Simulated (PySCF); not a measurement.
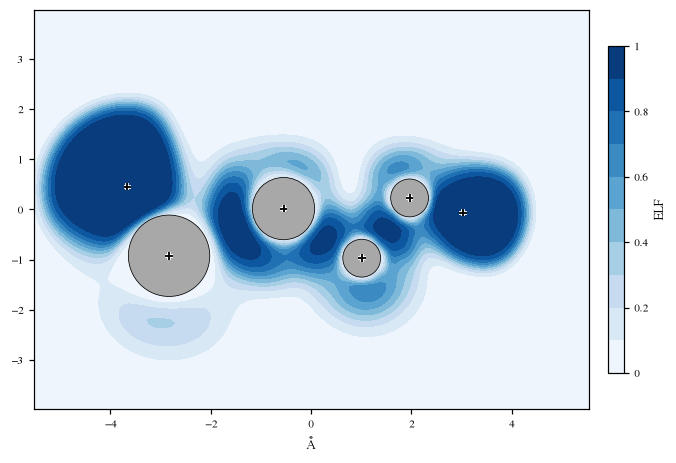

The electron localisation function on a plane through atoms (crosses mark nuclei in the plane; grey discs cover the cores).

All numbers below come from PySCF 2.14.0, PBE0/pcSseg-1, SCF density, gas phase, non-relativistic.

Candidates:
A. C6H14AlP
B. F4P2 (SMILES FP(F)P(F)F)
C. C6H13PSi (SMILES CC#CP(C)[SiH](C)C)

Which candidate gave the map?

Answer. Candidate A: C6H14AlP on the plane of atoms Al1, P2 and C8, which holds Al, P, C and H. C–C (1.53 Å): the ELF peaks at about 0.95 between the atoms, as expected for a shared electron pair. C–P (1.84 Å): the ELF peaks at about 0.95 between the atoms, as expected for localised, covalent bonding.
